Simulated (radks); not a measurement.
Sr⁺ (Z = 38, 37 electrons) in the configuration [Kr] 5s1. The calculation used the in-house radial solver radks at this level: scalar-relativistic Kohn-Sham, r2SCAN, spin-unpolarised, spherical densities, finite nucleus.

Wanted: the number of electrons inside radius r (solid) and the radial density 4πr²ρ (dashed).

The count levels off at 37 electrons. Half of them lie within 0.446 bohr, 90 % within 1.66 bohr and 99 % within 4.34 bohr. The radial density has minima at 0.0561 and 0.252 bohr, where the count stands at 2.0 and 11.0; these part the shells that the density resolves.

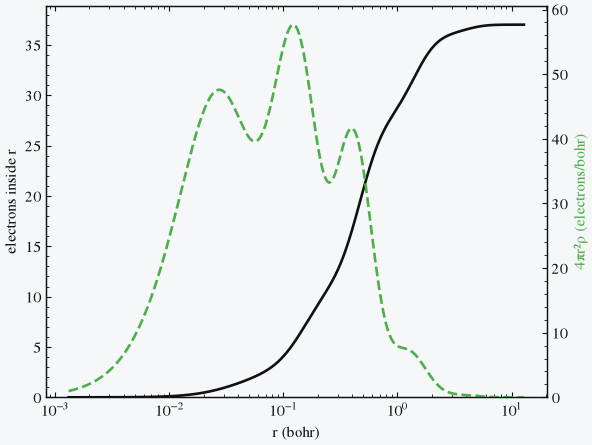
